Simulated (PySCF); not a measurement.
# Saddle-point search of C₃H₅N₃OSi

The run: saddle-point search of C₃H₅N₃OSi. Method and program: PBE0-D3(BJ)/def2-SVP saddle search from the GFN2-xTB point and Hessian, gas phase (PySCF 2.14.0).

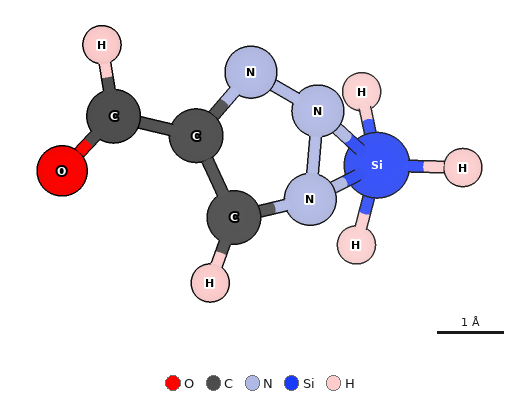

Figure 1. The input geometry (ball-and-stick view, seen at a tilt). Bond lengths as drawn: C–C 1.40 to 1.46 Å, C–H 1.07 to 1.10 Å, C–N 1.32 to 1.35 Å, C–O 1.20 Å, H–Si 1.45 to 1.47 Å, N–N 1.28 to 1.35 Å and N–Si 1.88 to 1.89 Å.

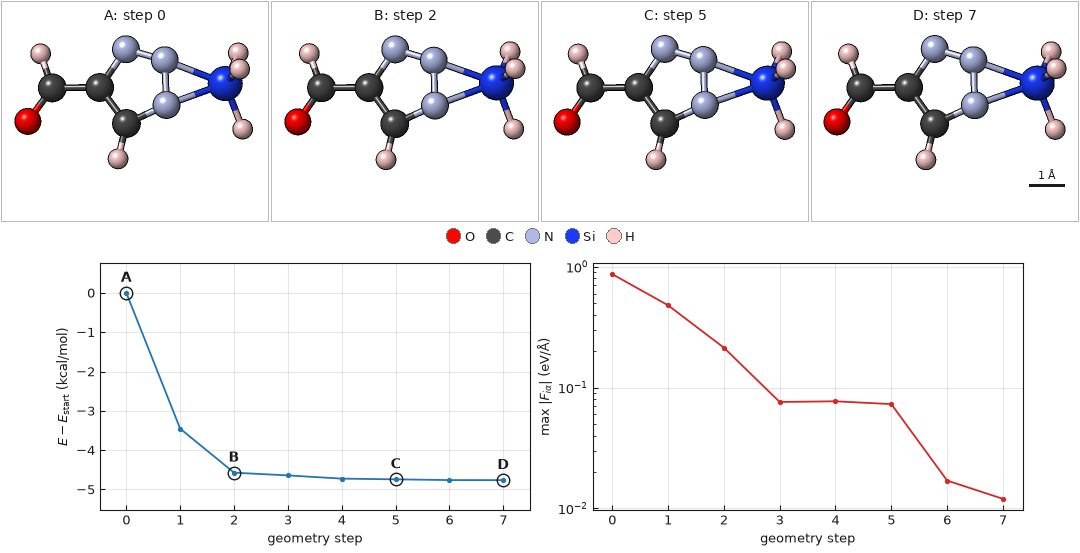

Figure 2. Frames of the saddle-point search (ball-and-stick view, seen at a tilt) above the curves, on which the letters mark them (steps are counted from 0).

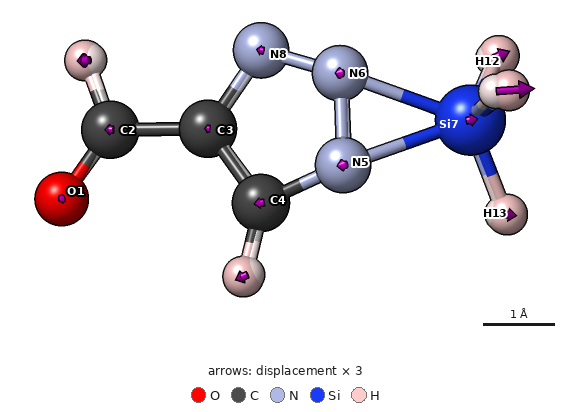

Figure 3. Start (faint) and end (solid) with the displacements as pink arrows, magnified 3 times (ball-and-stick view, seen at a tilt). The two geometries are laid on each other by the best rigid fit. Over 7 geometry steps the energy falls by 4.76 kcal/mol. The largest force component goes from 0.87 to 0.012 eV/Å. The atom that moves furthest after the best rigid fit is H11 (0.19 Å). By element the largest moves are H 0.19 Å, Si 0.06 Å, N 0.06 Å, C 0.06 Å, O 0.03 Å. Among the contacts that change: N5–Si7 1.876 → 1.981 Å, N6–Si7 1.888 → 1.977 Å, Si7–H11 1.447 → 1.480 Å, Si7–H12 1.465 → 1.494 Å. Among the angles that change: N5–Si7–H11 97.4° → 102.6°, N6–Si7–H11 95.9° → 100.9°, H11–Si7–H12 115.9° → 112.4°. (Atoms are counted from 1 in the order of the input.)

These pictures come from the run below.

**Input file**
```
{"job": {"xc": "PBE0", "basis": "def2-SVP", "kind": "refine"}, "charge": 0, "multiplicity": 1}
O     -3.501174     0.477292    -0.219181
C     -2.494069     1.109965    -0.031597
C     -1.169732     0.531675     0.138193
C     -0.770340    -0.815070     0.140009
N      0.529480    -0.809075     0.374667
N      0.912503     0.476935     0.478797
Si     2.301654    -0.603987    -0.204585
N     -0.067198     1.283640     0.324026
H     -2.489799     2.213400     0.022653
H     -1.348559    -1.705635     0.011240
H      2.944402    -0.842642     1.070162
H      2.878522     0.465611    -1.022014
H      2.274309    -1.782110    -1.082371
```

The first line tells a small driver script what to run in PySCF; the rest is the geometry in Å.

Launched with:
```bash
OMP_NUM_THREADS=1 python <driver script> task.json out
```

**Log**
```
step      E/eV     max force
  0    -17560.97661   1.0067
  1    -17561.12638   0.5425
  2    -17561.17488   0.2527
  3    -17561.17791   0.1033
  4    -17561.18145   0.0905
  5    -17561.18224   0.1047
  6    -17561.18306   0.0213
  7    -17561.18310   0.0153
```

**Trajectory as extended XYZ (Å, eV, eV/Å), 8 frames, from step=0 to step=7**
```
13
Properties=species:S:1:pos:R:3:forces:R:3 step=0 energy=-17560.97661
O    -3.5012    0.4773   -0.2192    0.0090  -0.1840  -0.0030
C    -2.4941    1.1100   -0.0316   -0.3510   0.1520  -0.0210
C    -1.1697    0.5317    0.1382    0.6450  -0.6500   0.1720
C    -0.7703   -0.8151    0.1400   -0.4290   0.4530  -0.0570
N     0.5295   -0.8091    0.3747   -0.7270  -0.3380   0.3350
N     0.9125    0.4769    0.4788   -0.4910   0.5440   0.5950
Si    2.3017   -0.6040   -0.2046    0.8690  -0.3520  -0.3570
N    -0.0672    1.2836    0.3240   -0.4610   0.8690  -0.2140
H    -2.4898    2.2134    0.0227   -0.0520   0.4030   0.0040
H    -1.3486   -1.7056    0.0112   -0.3530  -0.5790  -0.1300
H     2.9444   -0.8426    1.0702    0.7070  -0.1950   0.3980
H     2.8785    0.4656   -1.0220    0.4230   0.3500  -0.3570
H     2.2743   -1.7821   -1.0824    0.2100  -0.4740  -0.3640
13
Properties=species:S:1:pos:R:3:forces:R:3 step=1 energy=-17561.12638
O    -3.5230    0.4711   -0.1792    0.0330  -0.0650   0.0040
C    -2.5192    1.1191   -0.0244   -0.2210   0.0540  -0.0150
C    -1.1876    0.5373    0.1354    0.3510  -0.3300   0.0820
C    -0.8045   -0.8128    0.1462   -0.1780   0.2350  -0.0310
N     0.5017   -0.8131    0.3715   -0.3660  -0.2200   0.1920
N     0.8944    0.4727    0.4607   -0.2170   0.1810   0.2270
Si    2.3397   -0.6050   -0.2026    0.3360  -0.0350  -0.1640
N    -0.0837    1.2921    0.2976   -0.2220   0.4800  -0.1210
H    -2.5215    2.2287    0.0037   -0.0400   0.2180  -0.0020
H    -1.3923   -1.7070    0.0217   -0.2000  -0.3080  -0.0570
H     3.0041   -0.8708    1.0695    0.4050  -0.1340   0.2490
H     2.9755    0.4677   -0.9978    0.2250   0.1890  -0.1650
H     2.3164   -1.7799   -1.1023    0.0920  -0.2640  -0.2000
13
Properties=species:S:1:pos:R:3:forces:R:3 step=2 energy=-17561.17488
O    -3.5094    0.4794   -0.2591   -0.0090  -0.0290   0.0180
C    -2.5166    1.1275   -0.0480   -0.0750   0.0100  -0.0160
C    -1.1880    0.5345    0.1467    0.0950  -0.0950   0.0290
C    -0.8185   -0.8181    0.1691   -0.0530   0.0660  -0.0040
N     0.4857   -0.8281    0.4256   -0.2140  -0.0990   0.0910
N     0.8850    0.4595    0.5151   -0.0450   0.0360   0.0680
Si    2.3431   -0.5975   -0.2061    0.1730  -0.0060   0.0030
N    -0.0875    1.2892    0.3236   -0.0470   0.1500  -0.0540
H    -2.5234    2.2396    0.0083   -0.0240   0.0930  -0.0090
H    -1.4103   -1.7149    0.0302   -0.0880  -0.1010  -0.0170
H     3.0962   -0.8744    1.0308    0.1460  -0.0390   0.0460
H     2.9409    0.4867   -1.0290    0.1140   0.1010  -0.0700
H     2.3029   -1.7835   -1.1072    0.0270  -0.0870  -0.0850
13
Properties=species:S:1:pos:R:3:forces:R:3 step=3 energy=-17561.17791
O    -3.5001    0.4828   -0.2825    0.0400   0.0240   0.0080
C    -2.5101    1.1330   -0.0616   -0.0520  -0.0170   0.0140
C    -1.1838    0.5364    0.1584    0.0290  -0.0230  -0.0040
C    -0.8165   -0.8155    0.1592   -0.0180  -0.0160  -0.0070
N     0.4827   -0.8318    0.4557    0.0260   0.0020  -0.0290
N     0.8814    0.4564    0.5865   -0.0760   0.0700   0.0020
Si    2.3385   -0.6093   -0.2048   -0.0080  -0.0330   0.0390
N    -0.0881    1.2888    0.3814   -0.0050   0.0070   0.0030
H    -2.5172    2.2479   -0.0117   -0.0190   0.0120  -0.0090
H    -1.4048   -1.7110   -0.0247   -0.0100   0.0150   0.0160
H     3.1580   -0.8444    1.0066    0.0290  -0.0070  -0.0500
H     2.8551    0.4867   -1.0804    0.0250  -0.0140   0.0350
H     2.3048   -1.8199   -1.0821    0.0380  -0.0200  -0.0170
13
Properties=species:S:1:pos:R:3:forces:R:3 step=4 energy=-17561.18145
O    -3.5102    0.4753   -0.2512   -0.0340  -0.0170  -0.0030
C    -2.5213    1.1320   -0.0503    0.0070   0.0170   0.0070
C    -1.1896    0.5412    0.1549   -0.0100  -0.0150  -0.0090
C    -0.8198   -0.8101    0.1518   -0.0440   0.0000  -0.0120
N     0.4828   -0.8221    0.4312    0.0320   0.0240  -0.0020
N     0.8785    0.4663    0.5581   -0.0170   0.0620   0.0360
Si    2.3436   -0.6150   -0.2015    0.0460  -0.0770   0.0120
N    -0.0940    1.2969    0.3656    0.0100  -0.0040   0.0000
H    -2.5348    2.2477   -0.0132   -0.0020  -0.0020   0.0040
H    -1.4112   -1.7053   -0.0196   -0.0100  -0.0070   0.0010
H     3.1555   -0.8611    1.0126   -0.0090   0.0000  -0.0060
H     2.8942    0.4780   -1.0549    0.0220   0.0190  -0.0200
H     2.3262   -1.8239   -1.0836    0.0090  -0.0010  -0.0090
13
Properties=species:S:1:pos:R:3:forces:R:3 step=5 energy=-17561.18224
O    -3.5282    0.4599   -0.2090    0.0730   0.0490   0.0130
C    -2.5389    1.1263   -0.0356   -0.0480  -0.0480  -0.0060
C    -1.1964    0.5473    0.1344    0.0220   0.0180   0.0120
C    -0.8222   -0.8023    0.1479    0.0630  -0.0250   0.0110
N     0.4862   -0.8036    0.4071   -0.0580  -0.0200  -0.0170
N     0.8797    0.4859    0.5064   -0.0300   0.0070  -0.0380
Si    2.3634   -0.6203   -0.1989   -0.0560   0.0640  -0.0610
N    -0.0988    1.3109    0.3147   -0.0130  -0.0130   0.0170
H    -2.5624    2.2412    0.0083   -0.0050   0.0070  -0.0130
H    -1.4134   -1.7036    0.0058    0.0070   0.0160   0.0020
H     3.1135   -0.8975    1.0441    0.0460  -0.0140   0.0210
H     2.9869    0.4657   -1.0194   -0.0160  -0.0310   0.0430
H     2.3306   -1.8100   -1.1059    0.0140  -0.0100   0.0140
13
Properties=species:S:1:pos:R:3:forces:R:3 step=6 energy=-17561.18306
O    -3.5299    0.4642   -0.1992    0.0020  -0.0020   0.0010
C    -2.5385    1.1279   -0.0343    0.0000   0.0090  -0.0020
C    -1.1982    0.5460    0.1413   -0.0030  -0.0040  -0.0020
C    -0.8236   -0.8041    0.1461   -0.0100   0.0050   0.0000
N     0.4841   -0.8066    0.4013    0.0020   0.0000   0.0020
N     0.8772    0.4829    0.5077    0.0030  -0.0060   0.0050
Si    2.3601   -0.6185   -0.1999    0.0170  -0.0100   0.0080
N    -0.1014    1.3084    0.3245    0.0000   0.0060  -0.0040
H    -2.5573    2.2441   -0.0087    0.0010  -0.0080   0.0030
H    -1.4161   -1.7033   -0.0006    0.0020  -0.0010  -0.0020
H     3.1248   -0.8960    1.0377   -0.0080   0.0080  -0.0010
H     2.9777    0.4694   -1.0167   -0.0030   0.0000  -0.0030
H     2.3412   -1.8144   -1.0992   -0.0030   0.0030  -0.0060
13
Properties=species:S:1:pos:R:3:forces:R:3 step=7 energy=-17561.18310
O    -3.5283    0.4669   -0.2031   -0.0060  -0.0030  -0.0020
C    -2.5363    1.1290   -0.0358    0.0040  -0.0030   0.0020
C    -1.1973    0.5448    0.1409    0.0020   0.0020   0.0000
C    -0.8245   -0.8057    0.1465    0.0050  -0.0010   0.0000
N     0.4829   -0.8103    0.4046   -0.0110  -0.0030   0.0030
N     0.8772    0.4787    0.5120    0.0020  -0.0030  -0.0040
Si    2.3600   -0.6180   -0.1993   -0.0050   0.0120  -0.0080
N    -0.0999    1.3058    0.3263    0.0020   0.0000   0.0000
H    -2.5534    2.2448   -0.0075   -0.0010   0.0040   0.0010
H    -1.4172   -1.7044   -0.0024    0.0000   0.0000   0.0010
H     3.1267   -0.8885    1.0376    0.0040  -0.0050   0.0060
H     2.9697    0.4705   -1.0212    0.0040   0.0020   0.0000
H     2.3402   -1.8137   -1.0987    0.0010  -0.0020   0.0030
```

**Summary**

| quantity | value |
| --- | --- |
| outcome | converged |
| total energy | −645.361581 hartree |
| hardware | 1 CPU thread, shared host |
| wall time | 89 s |
| peak memory | 0.65 GiB |
